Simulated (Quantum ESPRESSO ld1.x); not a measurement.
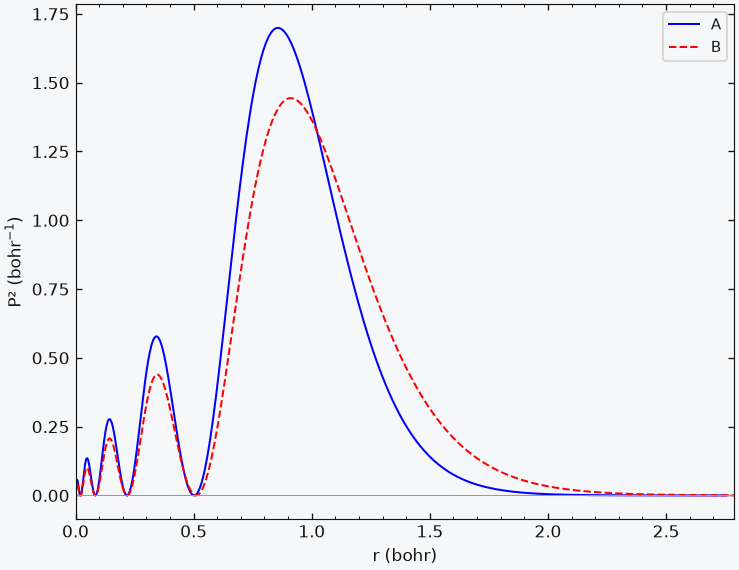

Two charge states of osmium were computed: Os¹⁶⁺ in [Kr] 4d10 4f12 5s2; Os⁵⁺ in [Xe] 4f14 5d3. Level of theory: scalar-relativistic Kohn-Sham, relativistic LDA (MacDonald-Vosko exchange, VWN5 correlation), spin-unpolarised, spherical densities, point nucleus. Computed with Quantum ESPRESSO ld1.x 7.5.

The plot shows P² of the 5s orbital in both runs (large components where relativistic).

Q: Which curve belongs to which run?

Answer: A is Os¹⁶⁺ in [Kr] 4d10 4f12 5s2 (⟨r⟩ = 0.891 bohr, eigenvalue −394.7 eV); B is Os⁵⁺ in [Xe] 4f14 5d3 (⟨r⟩ = 0.996 bohr, eigenvalue −152.9 eV). Fewer electrons screen less, so the orbital shrinks.
